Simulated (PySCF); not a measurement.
# O2F (SMILES [O]OF): levels of theory compared

We compute a comparison of 3 runs (UM06-2X/def2-TZVPPD, UPBE0/def2-TZVPPD, UTPSS/def2-TZVPPD) of O2F. Input form: a Python script.

The results are computed with PySCF 2.14.0.

### Step 1. The molecule

The species is O2F (3 atoms), meant as a doublet with charge 0. As SMILES, `[O]OF`. Geometry: relaxed at PBE0-D4/def2-TZVP.

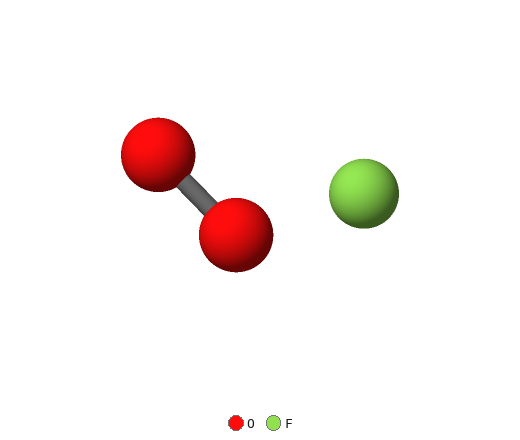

The structure, seen from a chosen angle (oxygen red, fluorine green).

### Step 2. The energy at UM06-2X/def2-TZVPPD (run 1)

The input, input.py:

```python
from pyscf import gto, dft

mol = gto.M(
    atom='O 0.933400 -0.295440 0.482240; O 0.133270 0.497870 0.127930; F -1.066650 -0.202430 -0.610160',
    max_memory=1860,
    spin=1,
    verbose=4,
    basis='def2-tzvppd',
)

myscf = dft.UKS(mol)
myscf.xc = 'm06-2x'
myscf.grids.level = 5
myscf.conv_tol = 1e-10
myscf.kernel()
if not myscf.converged:
    myscf = myscf.newton().run(myscf.mo_coeff, myscf.mo_occ)

e_final = myscf.e_tot
print(f'total energy: {e_final:.8f} hartree')
```

Launch:

```sh
$ OMP_NUM_THREADS=1 python input.py
```

Log:

```text
PySCF version 2.14.0

[INPUT] num. atoms = 3
[INPUT] num. electrons = 25
[INPUT] charge = 0
[INPUT] spin (= nelec alpha-beta = 2S) = 1
[INPUT] symmetry False subgroup None
[INPUT] Mole.unit = angstrom
[INPUT] Symbol           X                Y                Z      unit          X                Y                Z       unit  Magmom
[INPUT]  1 O      0.933400000000  -0.295440000000   0.482240000000 AA    1.763870364669  -0.558300686242   0.911301526310 Bohr   0.0
[INPUT]  2 O      0.133270000000   0.497870000000   0.127930000000 AA    0.251843800621   0.940837945637   0.241752663116 Bohr   0.0
[INPUT]  3 F     -1.066650000000  -0.202430000000  -0.610160000000 AA   -2.015676370767  -0.382537259396  -1.153035292165 Bohr   0.0

[... 42 lines left out ...]
WARN: HOMO -0.230389033461989 >= LUMO -0.230389033462004
[... 78 lines left out ...]
converged SCF energy = -250.065633687755  <S^2> = 0.84976111  2S+1 = 2.0973899
total energy: -250.06563369 hartree
```

It took 89 s on 1 thread of Arm Neoverse V2, shared host; peak memory 0.71 GiB.

### Step 3. The energy at UPBE0/def2-TZVPPD (run 2)

The input, calc.py:

```python
from pyscf import gto, dft

system = gto.Mole()
system.atom = '''
O    0.933400  -0.295440   0.482240
O    0.133270   0.497870   0.127930
F   -1.066650  -0.202430  -0.610160
'''
system.spin = 1
system.max_memory = 1860
system.verbose = 3
system.basis = 'def2-tzvppd'
system.build()

calc0 = dft.UKS(system, xc='pbe0')
calc0.grids.level = 5
calc0.conv_tol = 1e-10
calc0.kernel()
if not calc0.converged:
    calc0 = calc0.newton().run(calc0.mo_coeff, calc0.mo_occ)

etot = calc0.e_tot
print('E(%s) = %.9f' % ('PBE0', etot))
```

Launch:

```sh
$ OMP_NUM_THREADS=1 python calc.py
```

Log:

```text
WARN: HOMO -0.234807762924724 >= LUMO -0.23480776292471

converged SCF energy = -249.928972942224  <S^2> = 0.79009028  2S+1 = 2.0396963
E(PBE0) = -249.928972942
```

Wall time 33 s (1 thread of Arm Neoverse V2, shared host); peak memory 0.65 GiB.

### Step 4. A single-point energy at UTPSS/def2-TZVPPD (run 3)

The input, run.py:

```python
from pyscf import gto, dft

molecule = gto.Mole()
molecule.atom = [
    ('O', (0.933400, -0.295440, 0.482240)),
    ('O', (0.133270, 0.497870, 0.127930)),
    ('F', (-1.066650, -0.202430, -0.610160)),
]
molecule.max_memory = 1860
molecule.spin = 1
molecule.basis = 'def2-tzvppd'
molecule.verbose = 4
molecule.build()

myscf = dft.UKS(molecule, xc='tpss')
myscf.grids.level = 5
myscf.conv_tol = 1e-10
myscf.kernel()
if not myscf.converged:
    myscf = myscf.newton().run(myscf.mo_coeff, myscf.mo_occ)

etot = myscf.e_tot
print('Final energy', etot)
```

Launch:

```sh
$ OMP_NUM_THREADS=1 python run.py
```

Log:

```text
PySCF version 2.14.0

[INPUT] num. atoms = 3
[INPUT] num. electrons = 25
[INPUT] charge = 0
[INPUT] spin (= nelec alpha-beta = 2S) = 1
[INPUT] symmetry False subgroup None
[INPUT] Mole.unit = angstrom
[INPUT] Symbol           X                Y                Z      unit          X                Y                Z       unit  Magmom
[INPUT]  1 O      0.933400000000  -0.295440000000   0.482240000000 AA    1.763870364669  -0.558300686242   0.911301526310 Bohr   0.0
[INPUT]  2 O      0.133270000000   0.497870000000   0.127930000000 AA    0.251843800621   0.940837945637   0.241752663116 Bohr   0.0
[INPUT]  3 F     -1.066650000000  -0.202430000000  -0.610160000000 AA   -2.015676370767  -0.382537259396  -1.153035292165 Bohr   0.0

[... 42 lines left out ...]
WARN: HOMO -0.232785762442695 >= LUMO -0.232785762442688
[... 58 lines left out ...]
converged SCF energy = -250.225337180318  <S^2> = 0.7551115  2S+1 = 2.005105
Final energy -250.22533718031784
```

Wall time 63 s (1 thread of Arm Neoverse V2, shared host); peak memory 0.71 GiB.

### Step 5. All runs side by side

| run | level | energy (Eh) | dipole moment (D) | HOMO energy (eV) | LUMO energy (eV) | wall time |
| --- | --- | --- | --- | --- | --- | --- |
| 1 | UM06-2X/def2-TZVPPD | -250.065634 | 1.61 | -11.72 | -2.83 | 89 s |
| 2 | UPBE0/def2-TZVPPD | -249.928973 | 1.63 | -9.70 | -4.13 | 33 s |
| 3 | UTPSS/def2-TZVPPD | -250.225337 | 1.60 | -7.64 | -5.43 | 63 s |

### Step 6. Summary of results

| quantity | value |
| --- | --- |
| run 3: total energy | -250.22534 Eh |
| run 3: dipole moment | 1.60 D |
| run 3: HOMO energy (highest over α and β) | -7.64 eV |
| run 3: LUMO energy (lowest over α and β) | -5.43 eV |
| run 3: ⟨S²⟩ | 0.755 |

The dipole moment (its size) runs from 1.60 D (UTPSS/def2-TZVPPD) to 1.63 D (UPBE0/def2-TZVPPD). Totals of different functionals can't be ranked against each other. All runs together took 3.1 min, the longest 89 s.
